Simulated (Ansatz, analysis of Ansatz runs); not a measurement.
# A hop of O in Na2WO4 (Fd-3m), charge 0, part 2 of 5

How high is the barrier when O changes place in Na2WO4 (Fd-3m)? The case: O_i hop between interstitial places, charge 0, in a cell of 56 host atoms with 1 O put in.

Ansatz 0.2.0; plane-wave PAW DFT, PBEsol; nudged elastic band between two relaxed defect structures.

So far: The starting structure; Relaxation of the start point, charge 0.

**2. Relaxation of the start point, charge 0 (continued)**

Level of this step: plane-wave PAW DFT, PBEsol; relaxation of all atoms of a defect supercell (Ansatz).

Step by step:

| step | energy less that of the first step (eV) | largest force component (eV/Å) |
| --- | --- | --- |
| 1 | 0.0000 | 3.3470 |
| 2 | -1.4162 | 0.7557 |
| 3 | -1.6223 | 0.5712 |
| 4 | -1.8725 | 1.6643 |
| 5 | -2.2804 | 1.8827 |
| 6 | -2.7995 | 1.7075 |
| 7 | -3.2860 | 1.0620 |
| 8 | -3.4536 | 1.1954 |
| 9 | -3.6316 | 0.9426 |
| 10 | -3.7944 | 1.0417 |
| 11 | -3.8887 | 0.3572 |
| 12 | -3.8718 | 1.1719 |
| 13 | -3.9123 | 0.1024 |
| 14 | -3.9322 | 0.0534 |
| 15 | -3.9354 | 0.0152 |

Relaxation step 12 was tried and not accepted.

The atoms that moved most (Å, from the sites as typed, ahead of the random displacement, the mean shift of all atoms taken out):

| atom | dx | dy | dz | length |
| --- | --- | --- | --- | --- |
| O57 | 0.078 | 0.161 | -1.323 | 1.335 |
| O31 | -0.036 | -0.586 | -0.428 | 0.727 |
| Na16 | -0.030 | 0.204 | -0.025 | 0.207 |
| Na3 | -0.029 | 0.063 | -0.162 | 0.176 |
| O27 | 0.083 | -0.037 | 0.122 | 0.152 |
| O39 | 0.087 | -0.084 | 0.081 | 0.146 |
| O35 | 0.079 | -0.047 | 0.089 | 0.128 |
| O48 | 0.015 | 0.097 | 0.048 | 0.110 |

Neighbours of O57 at the end:

| atom | distance (Å) |
| --- | --- |
| O31 | 1.505 |
| W19 | 1.966 |
| Na16 | 2.248 |
| Na9 | 2.508 |
| O52 | 2.527 |
| O39 | 2.709 |
| O53 | 2.855 |
| O35 | 3.002 |
| W24 | 3.044 |
| O44 | 3.046 |

Among the atoms that came to bonding distance: O31–O57 1.51 Å (from 1.99).

Read from the output:

```
free energy                                                                                       : -124210.2060 eV
r.m.s. move of the farther half of the atoms                                                      : 0.05453 Å
largest move from the ideal geometry of this structure, a common shift of the far atoms taken out : 1.370 Å
```

The relaxation gained 3.935 eV and ended with a largest force component of 0.015 eV/Å.

**3. Relaxation of the end point, charge 0**

The end point is relaxed in the same cell and settings, so that the two energies compare. Atoms more than 3.2 Å from the middle of the hop start where the first relaxation left them, the nearer ones on or close to their ideal places, with small random displacements.

q0.end/input.yaml reads:

```yaml
crystal:
  lattice:
    - [9.1091061, 0.0, 0.0]
    - [0.0, 9.1091061, 0.0]
    - [0.0, 0.0, 9.1091061]
  atoms:
    - { symbol: Na, position: [0.1265109, 0.37389963, 0.37497734] }
    - { symbol: Na, position: [0.12444767, 0.87587031, 0.87569985] }
[... 6 atom lines left out ...]
    - { symbol: Na, position: [0.375, 0.375, 0.125] }
[... 6 atom lines left out ...]
    - { symbol: Na, position: [0.625, 0.625, 0.125] }
[... 1 atom line left out ...]
    - { symbol: W, position: [0.24947021, 0.75093816, 0.24989252] }
    - { symbol: W, position: [0.75475078, 0.24445779, 0.25613109] }
[... 4 atom lines left out ...]
    - { symbol: W, position: [0.5, 0.5, 0.5] }
[... 1 atom line left out ...]
    - { symbol: O, position: [0.36328797, 0.63671203, 0.13671203] }
[... 4 atom lines left out ...]
    - { symbol: O, position: [0.63671203, 0.36328797, 0.13671203] }
[... 10 atom lines left out ...]
    - { symbol: O, position: [0.38671203, 0.61328797, 0.61328797] }
[... 4 atom lines left out ...]
    - { symbol: O, position: [0.61328797, 0.38671203, 0.61328797] }
[... 4 atom lines left out ...]
    - { symbol: O, position: [0.61328797, 0.61328797, 0.38671203] }
    - { symbol: O, position: [0.38671203, 0.38671203, 0.38671203] }
[... 3 atom lines left out ...]
    - { symbol: O, position: [0.3981, 0.625, 0.3519] }
basis:
  ecutwfc: 420
  xc_grid: 2
hamiltonian:
  xc: pbesol
kpoints:
  mp_grid: { grid: [1, 1, 1], shift: [0.25, 0.25, 0.25] }
scf:
  occupations: { method: fixed }
  max_iter: 120
output:
  forces: true
relax:
  f_tol: 0.02
  max_steps: 70
  random_displacement: { amplitude: 0.01, seed: 5264 }
```

The run is started by

```console
ansatz run input.yaml --threads 4 --pin off --max-ram 14131MiB --backend cpu --events-out ev --progress --plain --runs-dir out
```

Numbers of over 12 decimals in the logs are rounded to 6 here.

The program printed:

```text
[...]
Crystal: 57 atoms, lattice volume = 755.835 Å³
Basis set: ecut = 420 eV, 14771 PW (Γ), exchange–correlation on 128×128×128 points (8 copies of the dense FFT grid, shifted against one another)
Bands: 284, of which v1, the nominal top of the filled ones, is band 227 counted from 1 (226 counted from 0)
Symmetry: 1 space group operations
k-points: 1
[...]
SCF iter   1: F=—  HF=-124206.683277 eV  |F-HF|=—  |Δ(HF+E_count)|=         —  Δρ=2.47e-2  dr2=3.30e0  ethr=1.77e-3  ⟨swp⟩=5.0  Hψ=809  notcnv=0  defer=53
[...]
SCF iter  40: F=-124206.089192 eV  HF=-124206.089192 eV  |F-HF|=9.35e-8  |Δ(HF+E_count)|=   2.90e-9  Δρ=6.68e-6  dr2=1.33e-7  ethr=2.20e-9  ⟨swp⟩=1.0  Hψ=288  notcnv=0
SCF 1 converged in 40 iterations: F = -124206.089192 eV  dr2 = 1.33e-7
[...]
--- Relaxed structure (14 steps of the walk, 14 accepted, 0 SCFs on fresh bases) ---
  F+E_penalty+E_count = -124210.20622889 eV   max|allowed force component| = 1.236e-2 eV/Å
  atoms:
    - { symbol: Na, position: [0.125848, 0.373725, 0.379419] }
    - { symbol: Na, position: [0.127406, 0.872526, 0.884041] }
[...]
- { symbol: Na, position: [0.377951, 0.372931, 0.127234] }
[...]
- { symbol: Na, position: [0.647866, 0.621517, 0.122575] }
[...]
- { symbol: W, position: [0.501669, 0.497454, 0.500242] }
    [... 1 atom left out ...]
    - { symbol: O, position: [0.298990, 0.633060, 0.089843] }
[...]
- { symbol: O, position: [0.639575, 0.362046, 0.139361] }
    [... 10 atoms left out ...]
    - { symbol: O, position: [0.386199, 0.614623, 0.607457] }
    [... 4 atoms left out ...]
    - { symbol: O, position: [0.611768, 0.386800, 0.618880] }
    [... 4 atoms left out ...]
    - { symbol: O, position: [0.621407, 0.608680, 0.391692] }
    - { symbol: O, position: [0.388995, 0.380160, 0.390408] }
    [... 3 atoms left out ...]
    - { symbol: O, position: [0.415595, 0.632833, 0.206914] }
[key lines of the parts left out:]
SCF converged after 8 iterations
Free energy (F): -124210.206229 eV
Fermi energy:    5.374661 eV
```

Wall time 2.3 min (4 threads of Arm Neoverse V2, shared host); peak memory 1.4 GiB; 8.7 min of CPU time.

Relaxation path:

| step | energy less that of the first step (eV) | largest force component (eV/Å) |
| --- | --- | --- |
| 1 | 0.0000 | 3.6817 |
| 2 | -1.5475 | 0.8219 |
| 3 | -1.8161 | 1.0575 |
| 4 | -2.1500 | 1.5248 |
| 5 | -2.5400 | 1.3381 |
| 6 | -3.1614 | 1.0588 |
| 7 | -3.4148 | 1.3239 |
| 8 | -3.6043 | 0.8325 |
| 9 | -3.8307 | 1.1348 |
| 10 | -3.9818 | 0.6804 |
| 11 | -4.0114 | 0.9660 |
| 12 | -4.1063 | 0.1546 |
| 13 | -4.1157 | 0.0609 |
| 14 | -4.1170 | 0.0124 |

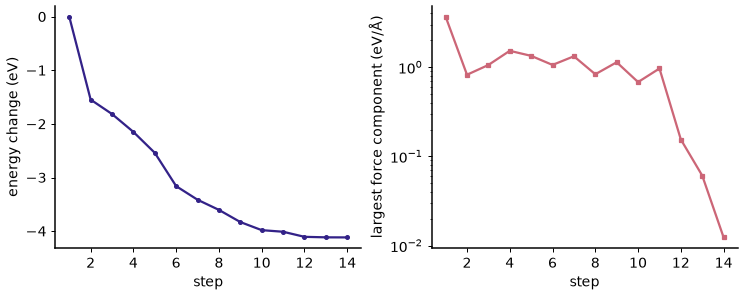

Energy and largest force along the relaxation.

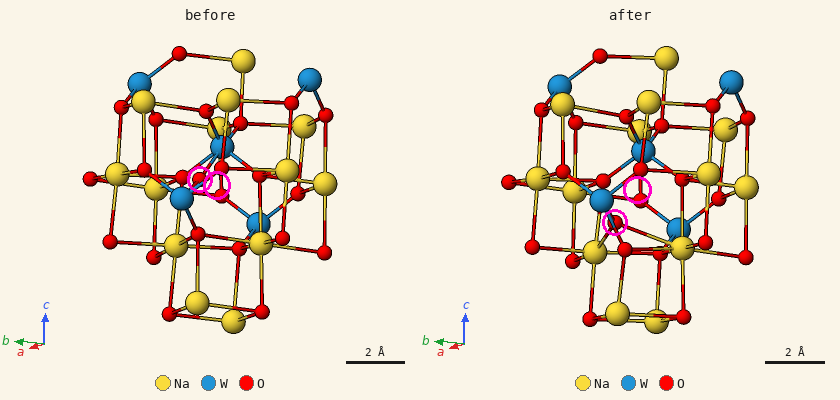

Before and after: the atoms that start within 5 Å of the centre. O57, which moves most, is ringed if it is among them. A ring with no atom in it marks the middle of the ideal hop.

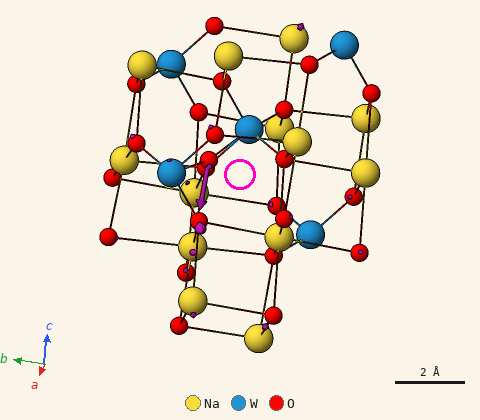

Displacements in the relaxation from the typed sites near the centre, scaled; the longest in the cell stands for 1.33 Å. A ring marks the middle of the ideal hop wherever no atom is near it.

The atoms that moved most (Å, from the sites as typed, ahead of the random displacement):

| atom | dx | dy | dz | length |
| --- | --- | --- | --- | --- |
| O57 | 0.159 | 0.070 | -1.321 | 1.333 |
| O26 | -0.586 | -0.034 | -0.428 | 0.726 |
| Na3 | 0.042 | -0.089 | 0.226 | 0.247 |
| Na16 | 0.208 | -0.033 | -0.023 | 0.212 |
| Na6 | 0.093 | -0.035 | -0.156 | 0.185 |
| O30 | -0.029 | 0.077 | 0.125 | 0.150 |
| O38 | -0.080 | 0.080 | 0.082 | 0.140 |
| O34 | -0.043 | 0.076 | 0.098 | 0.132 |

Neighbours of O57 at the end:

| atom | distance (Å) |
| --- | --- |
| O26 | 1.505 |
| W18 | 1.967 |
| Na16 | 2.253 |
| Na9 | 2.500 |
| O52 | 2.529 |
| O38 | 2.712 |
| O53 | 2.855 |
| O34 | 3.000 |
| W24 | 3.045 |
| O48 | 3.051 |

Among the atoms that came to bonding distance: O26–O57 1.51 Å (from 1.99).

Read from the output:

```
free energy                                                                                       : -124210.2062 eV
r.m.s. move of the farther half of the atoms                                                      : 0.05534 Å
largest move from the ideal geometry of this structure, a common shift of the far atoms taken out : 1.371 Å
```

The relaxation gained 4.117 eV and ended with a largest force component of 0.012 eV/Å. The end lies within 1 meV of the start.

[end of part 2 of 5]

[Logs are printed without paths, hosts, clocks, repeated set-up lines and the standing remarks that a program may print on its own settings, such as how far it seeks lower states.]

[Hosts, paths, dates, database ids (printed as entryN), source tags and the programs' standing remarks are cut or masked in the printed files.]
